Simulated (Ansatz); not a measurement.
The starting structures come from a database of crystals and need not be the phases stable at ambient conditions.

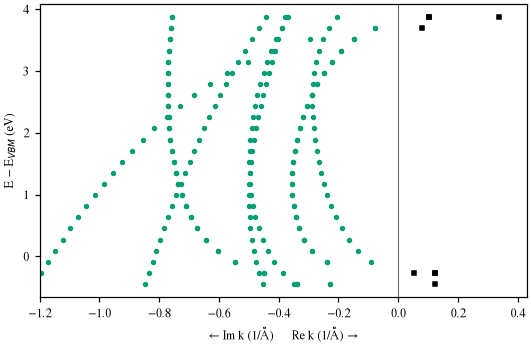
Figure. Complex bands at the centre of the two-dimensional zone; PBEsol (Ansatz, a quantum-chemistry and plane-wave program)

The gap is the functional's own, uncorrected, and κ follows it; spin-orbit coupling is left out. Mid-gap values are interpolated between the computed energies.

Q: This is SrHfO₃ (P4mm, not sure to be the ambient phase, 5 atoms a cell, 14.2 Å³ an atom, -4 GPa at this level) along the normal of (001). Read off the slowest decay at the centre of the two-dimensional zone at 1.89 eV, the computed energy nearest the middle of the gap.

A: κ ≈ 0.28 1/Å, a decay length 1/(2κ) of the density of 1.8 Å.
